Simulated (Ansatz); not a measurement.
## Electronic structure of CH3BGeO in real space

```tsv
atom	x (Å)	y (Å)	z (Å)
O	0.1396	-2.5793	0.1781
C	0.4933	-1.4965	0.0705
B	0.8914	-0.0986	-0.0642
Ge	-0.6791	0.9706	-0.0304
H	2.0235	0.2400	-0.1724
H	-0.7142	2.4980	-0.1435
H	-2.0934	0.3979	0.1163
```

Geometry: PBE0-D4/def2-TZVP.

All numbers below come from Ansatz, RKS PBE0-D4/def2-TZVPP.

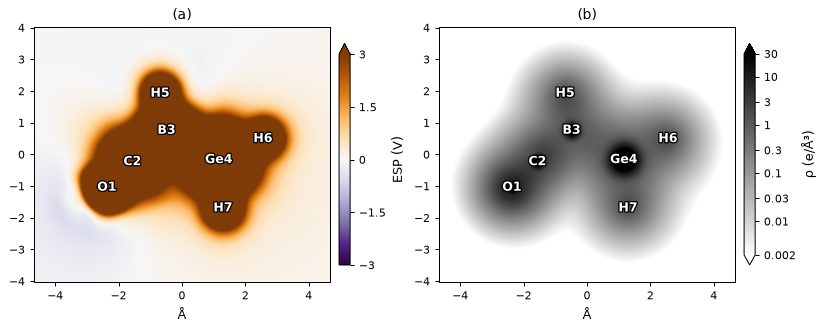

Figure 1. (a) molecular electrostatic potential; (b) electron density on the molecular plane.

Q: Interpret the plot.

A:
- The plane passes through O, C, B, Ge and H nuclei.
- C–O (1.14 Å): the density is about 4 e/Å³ at the midpoint.
- C–B (1.46 Å): ρ is about 1.6 e/Å³ halfway.
- Ge–B (1.90 Å): ρ is about 0.88 e/Å³ halfway.
- B–H (1.19 Å): ρ at the midpoint is about 1.2 e/Å³.
- Ge–H (1.53 Å): ρ at the midpoint is about 1.1 e/Å³.
- Outside the dense part of the molecule the potential is most negative (−0.5 V) near O1.

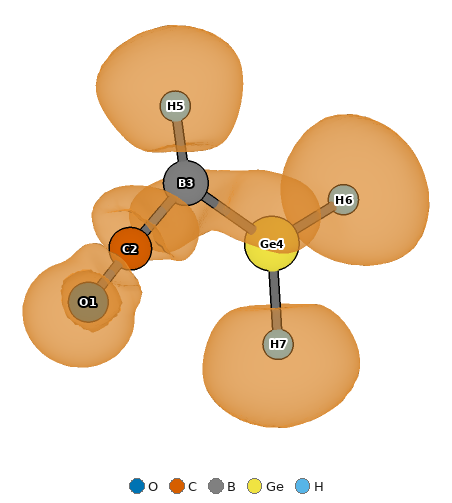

Figure 2. Isosurface of the electron localisation function at 0.75 (orange), seen at an oblique angle. Core shells and regions of very low density are left out.

Q: What do the ELF domains correspond to?

A: The surface consists of one region between bonded B–C atoms (shared pairs), one region between bonded B–Ge atoms (shared pairs), three regions around hydrogen nuclei and one region on O in which the atom's valence shell and bonds are merged.


C–O (1.14 Å): the ELF peaks at about 0.85 between the atoms: a multiple bond. C–B (1.46 Å): the ELF peaks at about 0.95 between the atoms: a covalent bond.

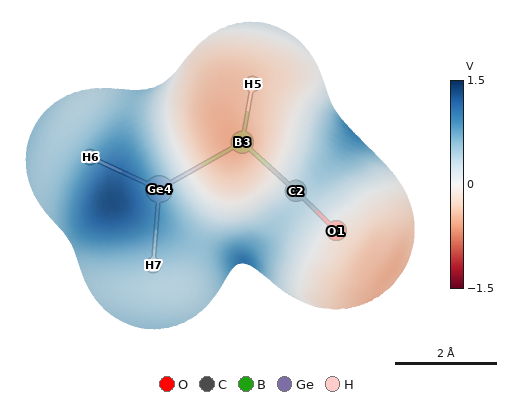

Figure 3. The electrostatic potential painted on the density surface at 0.002 e/bohr³, seen across its widest extent; red is negative and blue positive.

Q: Which sites attract a positive test charge, and which a negative one?

A: A positive charge is drawn to the negative regions and a negative charge to the positive ones. The most negative region (about −0.5 V, or −12 kcal/mol for a unit charge) lies over O1, the most positive (about +1.4 V, or +32 kcal/mol for a unit charge) over Ge4.
